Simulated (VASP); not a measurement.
Band structure of Sr₃SnO (space group Pm-3m). These are PBEsol GGA with spin-orbit coupling, VASP's PBE PAW potentials (set 64) (plane waves; VASP) values and carry that method's errors.

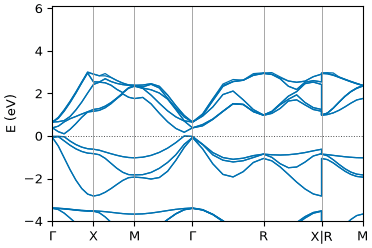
Figure: Bands along high-symmetry lines, zero at the valence-band maximum or, without a gap, the Fermi level

Problem. Read the plot: is there a gap, and where are the band edges?

Solution. The gap is indirect, 0.10 eV, from the valence maximum at M-Γ at 0.86 to the conduction minimum at Γ-X at 0.29.

The structure comes from a computed database's Sr3SnO entry (Pm-3m); how it stands against other phases isn't given here. It was relaxed first.
